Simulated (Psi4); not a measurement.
# revPBE/6-31G(d) (spherical functions) run of AlSiNH6O (SMILES O[SiH2][NH][AlH2])

What is the vertical singlet–triplet gap of AlSiNH6O at revPBE/6-31G* (spherical functions)? 

The results are computed with Psi4 1.11.

1 further run of the same task is left out (set aside as unsound or not needed).

### Step 1. The system as given

AlSiNH6O: 10 atoms, total charge 0, spin state singlet. As SMILES, `O[SiH2][NH][AlH2]`. Geometry: relaxed at PBE0-D4/def2-TZVP. This is one conformer, not always the lowest.

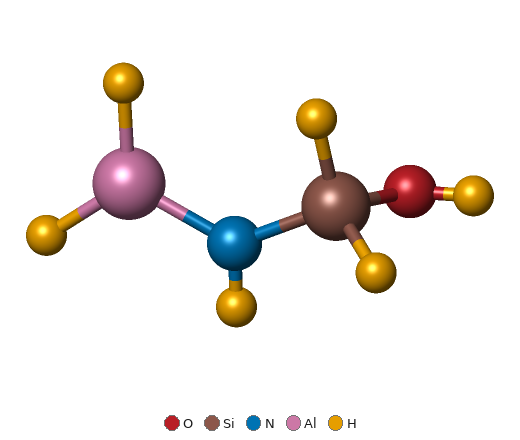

The structure, seen from a chosen angle (oxygen red, silicon brown, nitrogen blue, aluminium pink, hydrogen amber).

### Step 2. A single-point energy at revPBE/6-31G(d) (spherical functions)

Contents of alh6nosi.inp:

```
memory 2200 MB

molecule {
  O
  Si 1 1.649713
  N 2 1.710599 1 109.55935
  Al 3 1.784819 2 128.78127 1 -108.97112
  H 1 0.958065 2 117.09347 3 -154.70439
  H 2 1.485803 1 111.28787 5 87.74533
  H 2 1.491382 6 109.68107 3 -121.50782
  H 3 1.012732 2 114.66012 6 -172.29269
  H 4 1.579797 3 118.34447 8 -178.30513
  H 4 1.58314 9 124.3184 3 179.37586
  symmetry c1
  no_reorient
  no_com
}

set {
  basis 6-31G*
  puream true
  e_convergence 1e-09
  d_convergence 1e-08
  scf_type pk
  dft_radial_points 99
  dft_spherical_points 590
}

E, wfn = energy("revpbe", return_wfn=True)
oeprop(wfn, "MAYER_INDICES", "LOWDIN_CHARGES", "DIPOLE")
print_variables()
```

The run is started by

```
$ psi4 -n 1 alh6nosi.inp alh6nosi.out
```

alh6nosi.out:

```text
[...]
  Running in c1 symmetry.
[...]
  Nuclear repulsion =  207.762865747982545
[...]
  Multiplicity = 1
[...]
  Nalpha       = 24
  Nbeta        = 24
[...]
    Number of basis functions: 76
[...]
   @RKS iter   1:  -664.82405866690056   -5.60102e-02   1.46729e-02 ADIIS/DIIS
[...]
   @RKS iter  12:  -665.37337644315880   -6.82121e-12   5.78055e-09 DIIS
[...]
    Orbital Energies [Eh]
    ---------------------
    Doubly Occupied:
       1A    -65.438590     2A    -55.386761     3A    -18.770748
       4A    -13.987373     5A     -5.069551     6A     -3.929723
       7A     -3.476076     8A     -3.475094     9A     -3.473989
      10A     -2.532389    11A     -2.524736    12A     -2.523670
      13A     -0.910616    14A     -0.753016    15A     -0.500356
      16A     -0.431065    17A     -0.402499    18A     -0.361105
      19A     -0.318206    20A     -0.300611    21A     -0.280362
      22A     -0.261087    23A     -0.251312    24A     -0.235144
[...]
  @RKS Final Energy:  -665.37337644315880
   => Energetics <=
    Nuclear Repulsion Energy =            207.7628657479825449
    One-Electron Energy =               -1334.1065372484749787
    Two-Electron Energy =                 518.2320512744213374
    DFT Exchange-Correlation Energy =     -57.2617562170875800
    Empirical Dispersion Energy =           0.0000000000000000
    VV10 Nonlocal Energy =                  0.0000000000000000
    Total Energy =                       -665.3733764431588042
[...]
 Multipole Moments:
 ------------------------------------------------------------------------------------
     Multipole            Electronic (a.u.)      Nuclear  (a.u.)        Total (a.u.)
 ------------------------------------------------------------------------------------
 L = 1.  Multiply by 2.5417464519 to convert [e a0] to [Debye]
 Dipole X            :         -0.2728513            0.8328509            0.5599996
 Dipole Y            :         -1.6927206            1.9409121            0.2481915
 Dipole Z            :         -0.3112374            0.1449328           -0.1663046
 Magnitude           :                                                    0.6347092
[...]
```

It took 12 s on 1 thread of Intel Xeon 6975P-C (Granite Rapids), shared host; peak memory 1.3 GiB.

### Step 3. The triplet: energy and gradient at U-revPBE/6-31G(d) (spherical functions)

Contents of input.dat:

```
memory 2.2 GB

molecule system {
  0 3
  O     -1.817400    -0.693800    -1.056500
  Si    -0.576600     0.373900    -0.851600
  N      0.693300    -0.382300     0.009600
  Al     1.233300    -0.094800     1.686300
  H     -2.399800    -0.547900    -1.803100
  H     -1.000200     1.543800    -0.039500
  H     -0.142800     0.831300    -2.203200
  H      1.159400    -1.127800    -0.493000
  H      0.508400     1.030600     2.525200
  H      2.425400    -0.984200     2.228700
  units angstrom
  symmetry c1
}

set globals {
  basis                6-31G*
  reference            uks
  puream               true
  e_convergence        1e-09
  d_convergence        1e-08
  scf_type             pk
  dft_radial_points    99
  dft_spherical_points 590
  maxiter              100
}

gradient('revpbe')
```

The run is started by

```
$ psi4 -i input.dat -o output.dat -n 1
```

output.dat, cut to the lines that bear on the results:

```text
[...]
  Running in c1 symmetry.
[...]
  Nuclear repulsion =  207.762866418243391
[...]
  Multiplicity = 3
[...]
  Nalpha       = 25
  Nbeta        = 23
[...]
    Number of basis functions: 76
[...]
   @UKS iter   1:  -664.59617222728082    1.71876e-01   1.49753e-02 ADIIS/DIIS
[...]
   @UKS iter  41:  -665.19222772481066   -6.93490e-12   2.80786e-09 DIIS
[...]
   @S^2 Observed:                2.003142636E+00
[...]
  @UKS Final Energy:  -665.19222772481066
   => Energetics <=
    Nuclear Repulsion Energy =            207.7628664182433909
    One-Electron Energy =               -1332.8503010708209331
    Two-Electron Energy =                 517.0733929561657760
    DFT Exchange-Correlation Energy =     -57.1781860283989900
    Empirical Dispersion Energy =           0.0000000000000000
    VV10 Nonlocal Energy =                  0.0000000000000000
    Total Energy =                       -665.1922277248106639
[...]
 Multipole Moments:
 ------------------------------------------------------------------------------------
     Multipole            Electronic (a.u.)      Nuclear  (a.u.)        Total (a.u.)
 ------------------------------------------------------------------------------------
 L = 1.  Multiply by 2.5417464519 to convert [e a0] to [Debye]
 Dipole X            :         -0.1656485           -0.5649356           -0.7305842
 Dipole Y            :         -1.2644654            1.1974702           -0.0669951
 Dipole Z            :         -0.2444569           -1.6518771           -1.8963340
 Magnitude           :                                                    2.0333037
[...]
  -Total Gradient:
     Atom            X                  Y                   Z
    ------   -----------------  -----------------  -----------------
       1        0.004328257542     0.016523955520    -0.010267330413
       2        0.012773683946    -0.016292197157     0.000138808835
       3        0.006658353075     0.012228946786     0.043567348311
       4       -0.014529398656    -0.008766331577    -0.044823673106
       5        0.010437941804    -0.001962593816     0.014334459814
       6        0.000669005119    -0.003958859534    -0.002529232805
       7       -0.006560364899    -0.002506804794     0.005058186911
       8       -0.009035583051     0.007351698334     0.007863178377
       9        0.002744799940    -0.011790969154    -0.006674456215
      10       -0.007485380577     0.009178238103    -0.006671755342
[...]
```

Run time: 52 s. Hardware: 1 thread of Intel Xeon 6975P-C (Granite Rapids), shared host; peak memory 1.3 GiB.

### Step 4. What came out

Level: revPBE/6-31G* (spherical functions).

| quantity | value |
| --- | --- |
| singlet: total energy | -665.37338 Eh |
| singlet: dipole moment | 1.61 D |
| singlet: HOMO energy | -6.40 eV |
| singlet: LUMO energy | -1.45 eV |
| singlet: HOMO–LUMO gap | 4.95 eV |
| triplet: total energy | -665.19223 Eh |
| triplet: dipole moment | 5.17 D |
| triplet: HOMO energy (highest over α and β) | -2.07 eV |
| triplet: ⟨S²⟩ | 2.003 |
| triplet: largest force on an atom | 2.465 eV/Å |
| vertical energy of the triplet above the singlet | 4.929 eV |

What this shows: At this shape the triplet lies 4.93 eV (476 kJ/mol) above the singlet.
